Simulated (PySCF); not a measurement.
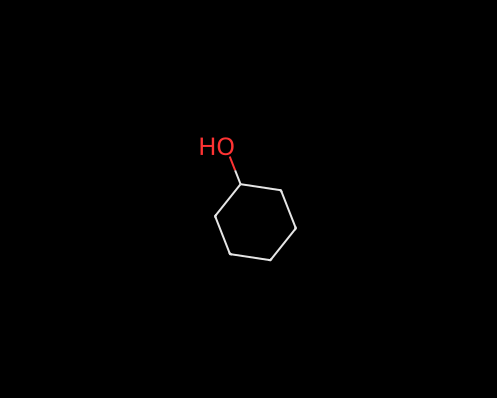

2D structure.

> Give its SMILES.

OC1CCCCC1

> What is the molecular formula?

C6H12O.

> An optimisation with PBE0-D3(BJ)/def2-SVP gave a structure of which point group?

Cs.

More results for the same structure follow; atom numbers are the same in all pictures, views and colours differ. The geometry was computed by an optimisation with PBE0-D3(BJ)/def2-SVP. No frequency run is at hand to confirm it as a minimum.

### Shape

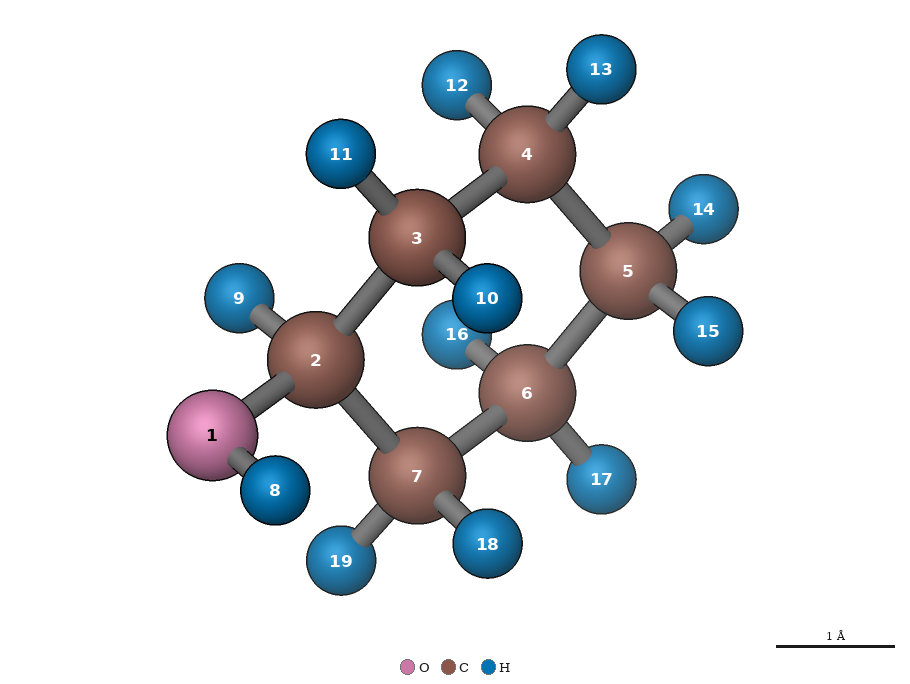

The atoms are numbered. No frequency run is at hand to confirm it as a minimum.

> Describe the coordination of atom 3.

C3 has 4 neighbours (C2 at 1.53, C4 at 1.53, H10 at 1.11, H11 at 1.10 Å); the arrangement is tetrahedral.

> Describe the coordination of atom 4.

C4 has 4 neighbours (C3 at 1.53, C5 at 1.53, H12 at 1.11, H13 at 1.10 Å); the arrangement is tetrahedral.

> Describe the coordination of atom 1.

O1 has 2 neighbours (C2 at 1.41, H8 at 0.96 Å); the arrangement is bent.

> How are the neighbours of atom 5 arranged?

C5 has 4 neighbours (C4 at 1.53, C6 at 1.53, H14 at 1.10, H15 at 1.11 Å); the arrangement is tetrahedral.

> What is the dihedral angle C2–C3–C4–C5?

55° in size, that is gauche.

### Quadrupole coupling

No frequency run is at hand to confirm it as a minimum. Electric field gradients from the ground-state density, B3LYP/pcJ-1 (PySCF 2.14.0), non-relativistic apart from any core potentials.

Give the largest field-gradient component, the quadrupole coupling constant and the asymmetry for 17O at O1 (Q = −25.6 mb), 2H at H8 (Q = 2.86 mb), 2H at H9 (Q = 2.86 mb).

| atom | V_zz (a.u.) | e²qQ/h (MHz) | η |
| --- | --- | --- | --- |
| O1 | −1.937 | 11.65 | 0.91 |
| H8 | 0.453 | 0.304 | 0.15 |
| H9 | 0.263 | 0.177 | 0.05 |

### Electronic properties

No frequency run is at hand to confirm it as a minimum. Method: PBE0/pcSseg-1, gas phase (PySCF 2.14.0).

> Give the HOMO energy (Kohn–Sham orbital) at this level.

−7.52 eV.

> Estimate the HOMO–LUMO gap.

8.91 eV.

> Give the dipole moment at this level.

1.73 D.

### Charges

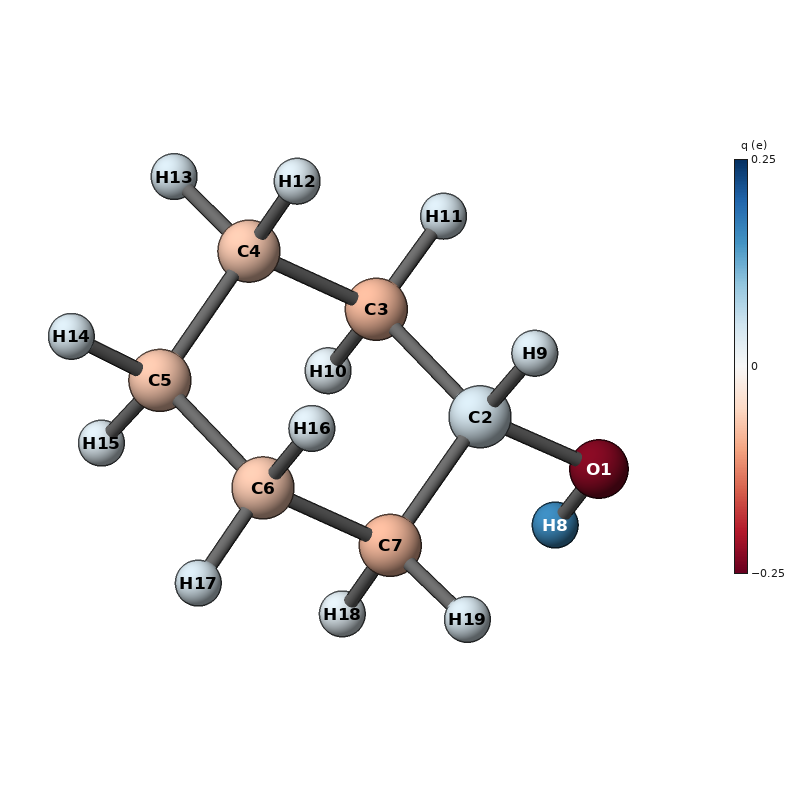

Atoms are coloured by their Hirshfeld charges. No frequency run is at hand to confirm it as a minimum. Properties computed with PBE0/pcSseg-1, gas phase (PySCF 2.14.0).

List the Hirshfeld charges.

```json
{"atom": "O1", "value (e)": "−0.23"}
{"atom": "C2", "value (e)": "0.04"}
{"atom": "C3", "value (e)": "−0.08"}
{"atom": "C4", "value (e)": "−0.07"}
{"atom": "C5", "value (e)": "−0.07"}
{"atom": "C6", "value (e)": "−0.07"}
{"atom": "C7", "value (e)": "−0.08"}
{"atom": "H8", "value (e)": "0.16"}
{"atom": "H9", "value (e)": "0.04"}
{"atom": "H10", "value (e)": "0.03"}
{"atom": "H11", "value (e)": "0.04"}
{"atom": "H12", "value (e)": "0.03"}
{"atom": "H13", "value (e)": "0.04"}
{"atom": "H14", "value (e)": "0.04"}
{"atom": "H15", "value (e)": "0.03"}
{"atom": "H16", "value (e)": "0.03"}
{"atom": "H17", "value (e)": "0.04"}
{"atom": "H18", "value (e)": "0.03"}
{"atom": "H19", "value (e)": "0.04"}
```
